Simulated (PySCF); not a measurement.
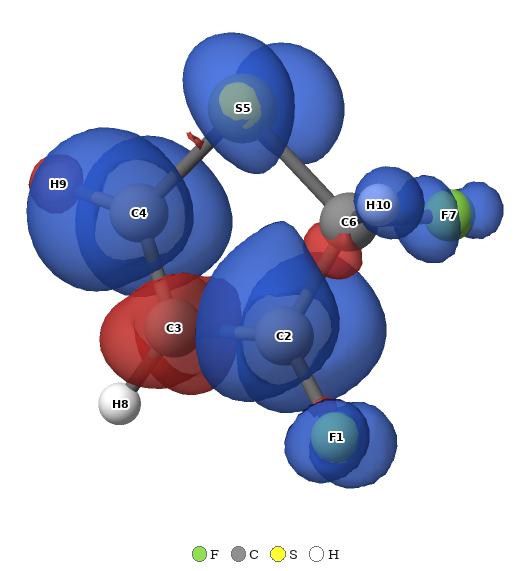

The picture shows: C4H3F2S (doublet). Isosurfaces of the spin density at +0.015 (blue) and −0.015 e/Å³ (red), seen at a tilt.

Geometry: GFN2-xTB.

Level of theory: UKS B3LYP, pcH-1 on C F H S, non-relativistic, mean-field spin-orbit, GIAO in PySCF 2.14.0, density-fitted response routines.

```yaml
atoms:
  - { symbol: F, position_ang: [-1.2651, -1.8577, 0.0650] }
  - { symbol: C, position_ang: [-0.4815, -0.7703, 0.0296] }
  - { symbol: C, position_ang: [0.8678, -0.7614, 0.2462] }
  - { symbol: C, position_ang: [1.4418, 0.4871, 0.0891] }
  - { symbol: S, position_ang: [0.3110, 1.7123, -0.3648] }
  - { symbol: C, position_ang: [-1.1069, 0.5501, -0.2810] }
  - { symbol: F, position_ang: [-1.9857, 0.9564, 0.6972] }
  - { symbol: H, position_ang: [1.4291, -1.6411, 0.5054] }
  - { symbol: H, position_ang: [2.4712, 0.7501, 0.2121] }
  - { symbol: H, position_ang: [-1.6729, 0.5793, -1.2212] }
```

**Describe the spin distribution.**

The unpaired spin (1 electron) lies mostly on C4 (about 0.4), C2 (about 0.3), S5 (about 0.1) and F1 (about 0.1), in electrons by Hirshfeld's partition.
